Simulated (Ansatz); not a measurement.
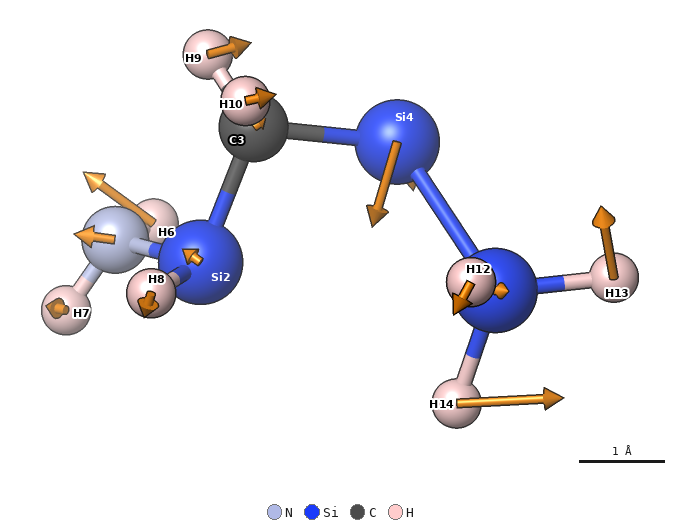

A relaxation of CH9NSi3 (coarse preliminary run). The starting structure is drawn; orange arrows show the displacements, at their true length. The two geometries are superimposed by the best rigid fit.

The picture is a ball-and-stick view, seen at a tilt.

The start comes from a force field.

These are results of Ansatz 0.2.0, RKS PBE-D4/def2-SVP, not measurements. Set-up: force threshold 0.03 eV/Å; at most 200 steps.

### What happened in the run?

Over 17 accepted moves (18 points after the start) the energy falls by 2.135 eV. The largest force component goes from 4.1 to 0.0095 eV/Å. The line search rejected the trial step at point 17 of the run. The atom that moves furthest after the best rigid fit is an H atom (1.30 Å). Largest moves by element: H 1.30 Å, Si 1.10 Å, N 0.51 Å, C 0.19 Å. Among the contacts that change: Si–Si 2.742 → 2.300 Å, C–Si 1.792 → 1.960 Å, C–Si 1.755 → 1.886 Å, N–Si 1.635 → 1.746 Å. Among the angles between lasting bonds that change: Si–C–Si 101.2° → 73.4°, C–Si–H 101.9° → 117.2°, N–Si–C 102.8° → 116.7°. Cost: 30 s on 4 threads of Arm Neoverse V1, on a shared host.
